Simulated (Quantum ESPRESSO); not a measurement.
# Dipole at the next field: 1T-SrClBr, 1 layer

How the rows were computed: Quantum ESPRESSO 7.5, LDA, GBRV ultrasoft; sawtooth field along the normal with dipole correction, ions clamped, threshold 1e-9 Ry; cell area 17.665 Å².

```
field (V/Å)  dipole (e Å a cell)
          0              0.03895
        0.1              0.07593
        0.2              0.11286
```

To predict: What is the dipole at −0.2 V/Å, and what electrostatic thickness 4πα/A follows from the rows?

By hand: The slope is (0.11286 − (0.03895))/0.2 = 0.3695 e Å²/V, so 4πα/A = 180.95 × 0.3695/17.665 = 3.79 Å. Linear response gives p = 0.03895 + 0.3695 × (−0.2) = −0.03496 e Å; a parabola through the three rows gives −0.03516.

**The withheld run.** p = −0.03491 e Å. The line misses by 0.1 % of the induced dipole and the parabola by 0.3 %. The response is linear over this range.

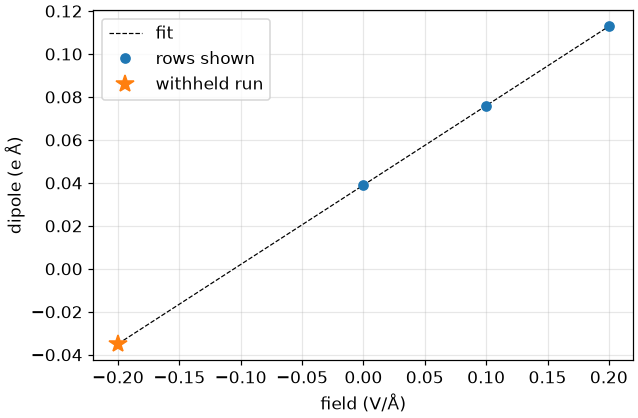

The rows shown, the fit and the withheld run.

**Limits.** Electrons alone respond; local and semilocal functionals tend to overscreen.

[Logs are printed without paths, hosts, clocks, repeated set-up lines and the standing remarks that a program may print on its own settings, such as how far it seeks lower states.]
